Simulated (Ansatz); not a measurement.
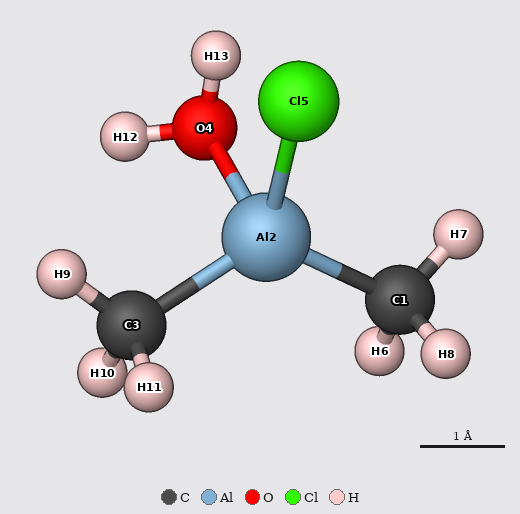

Figure 1. The input geometry of run 1 (ball-and-stick view, seen at a tilt; atoms are numbered from 1 in the order of the input). Sticks mark near contacts.

## What a change does: single-point calculation on C2H8AlClO

System: C2H8AlClO, SMILES [CH3][Al-]([CH3])([OH2+])[Cl].
Method of run 1: RKS PBE0-D4/def2-TZVPP (Ansatz 0.2.0).

The geometry comes from this level: PBE0-D4/def2-TZVP. Text and figures count atoms from 1; the logs count them from 0 in places.

## Input file, run 1
```yaml
crystal:
  periodic: [false, false, false]
  atoms:
    - {symbol: C, position_ang: [-1.802931, 0.041339, -0.753430]}
    - {symbol: Al, position_ang: [0.110226, 0.121370, -0.393217]}
    - {symbol: C, position_ang: [1.129097, -1.377709, 0.347781]}
    - {symbol: O, position_ang: [0.304230, 1.462956, 1.100235]}
    - {symbol: Cl, position_ang: [1.228875, 1.407495, -1.740057]}
    - {symbol: H, position_ang: [-2.358858, -0.389184, 0.085716]}
    - {symbol: H, position_ang: [-2.221926, 1.030715, -0.958276]}
    - {symbol: H, position_ang: [-2.011874, -0.581398, -1.629257]}
    - {symbol: H, position_ang: [2.163664, -1.113202, 0.589796]}
    - {symbol: H, position_ang: [0.666046, -1.791859, 1.250676]}
    - {symbol: H, position_ang: [1.181618, -2.198779, -0.374698]}
    - {symbol: H, position_ang: [0.871743, 1.147492, 1.813151]}
    - {symbol: H, position_ang: [0.760487, 2.205967, 0.676378]}
basis:
  gaussian: {orbitals: def2-TZVPP}
hamiltonian: {xc: pbe0, dispersion: d4}
output: {orbitals: {seedname: orbitals}}
```

Launched with:
```bash
ansatz run in.yaml --threads 4 --pin off --events-out ev --progress --plain --max-ram 10444MiB
```

Hardware: 4 threads of Intel Xeon @ 2.50GHz, 180 GiB of memory available, shared host.

## Output (run 1)
```
Functional definition: PBE0
  parameter a = 0.25
  parameter kappa = 0.804
  parameter beta = 0.06672455060314922
  exchange = (1 - a)*pbe_x(kappa = kappa, mu = beta*pi^2/3) + a*exact_x
  correlation = pbe_c(beta = beta)
1608 factors; their error is unknown
mean field evaluation 1: about -23350.9558 eV, gradient 8.2e1 eV
mean field evaluation 2: about -23345.0068 eV, gradient 9.3e1 eV
mean field evaluation 4: about -23364.7520 eV, gradient 4.6e0 eV
mean field evaluation 8: about -23364.7929 eV, gradient 4.7e-2 eV
mean field evaluation 16: about -23364.8325 eV, gradient 5.6e-5 eV
mean field -23364.83254317 eV, -858.6417587093 hartree, gradient 5.6e-5 eV, S^2 0.000000; 0 other end points of the search recorded, 0 dependent functions left out
reference -23364.83257898 eV, -858.6417600253 hartree; 29, 29 occupied and 260, 260 virtual orbitals, 1608 factors
Total energy: -23365.05787636 eV, -858.6500395512 hartree
```

For run 2 the input was changed thus:
```diff
-  gaussian: {orbitals: def2-TZVPP}
+  gaussian: {orbitals: "def2-QZVPP.json"}
```

What does this change do to the results?

The total energy of run 2 is 19.1 kcal/mol lower, which measures the change of basis and not a stability. The LUMO goes from −0.37 to −0.68 eV. The basis functions go from 289 to 551. On the same kind of shared host run 2 took about 1.8 times as long.

## Output (run 2)
```
Functional definition: PBE0
  parameter a = 0.25
  parameter kappa = 0.804
  parameter beta = 0.06672455060314922
  exchange = (1 - a)*pbe_x(kappa = kappa, mu = beta*pi^2/3) + a*exact_x
  correlation = pbe_c(beta = beta)
1807 factors; their error is unknown
mean field evaluation 1: about -23350.3394 eV, gradient 8.7e1 eV
mean field evaluation 2: about -23342.8791 eV, gradient 9.9e1 eV
mean field evaluation 4: about -23365.5913 eV, gradient 5.4e0 eV
mean field evaluation 8: about -23365.6452 eV, gradient 5.6e-2 eV
mean field evaluation 16: about -23365.6622 eV, gradient 4.7e-5 eV
mean field -23365.66218411 eV, -858.6722474515 hartree, gradient 4.7e-5 eV, S^2 0.000000; 0 other end points of the search recorded, 0 dependent functions left out
reference -23365.66222768 eV, -858.6722490525 hartree; 29, 29 occupied and 522, 522 virtual orbitals, 1807 factors
Total energy: -23365.88752506 eV, -858.6805285784 hartree
```

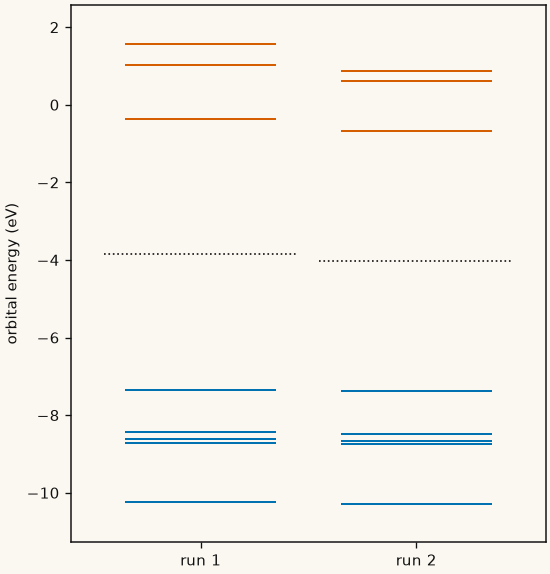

Figure 2. The five highest filled and three lowest empty orbital energies of the two runs; the dotted lines part filled from empty levels. The HOMO–LUMO gap is 6.97 eV in run 1 and 6.69 eV in run 2.

## The two runs side by side

```csv
quantity,run 1,run 2
outcome,converged,converged
total energy (hartree),−858.650040,−858.680529
HOMO (eV),−7.34,−7.37
LUMO (eV),−0.37,−0.68
basis functions,289,551
wall time (shared host),13 s,23 s
```
